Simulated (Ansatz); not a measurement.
Base system: TiO₂ in the rutile structure (space group P4_2/mnm, No. 136; a = 4.5912 Å, c = 2.9391 Å). Axes: x, y, z lie along a, b, c of the conventional cell.

One thing is altered: biaxial strain −1.30 %, plane normal [001], relaxed out of plane (Cartesian); in-plane vectors clamped, the third vector and the atoms free.

All numbers come from PBEsol (Ansatz, a quantum-chemistry and plane-wave program, PAW, no spin-orbit coupling).

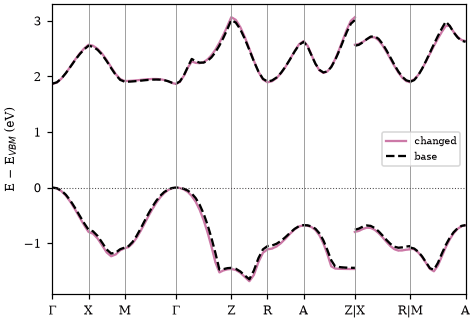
*Highest valence and lowest conduction band along the path, each from its own valence-band maximum*

Read the changed gap and its character from the plot.

About 1.9 eV, direct at Γ.

Stability against distortions was not tested. All final runs are without spin polarisation.
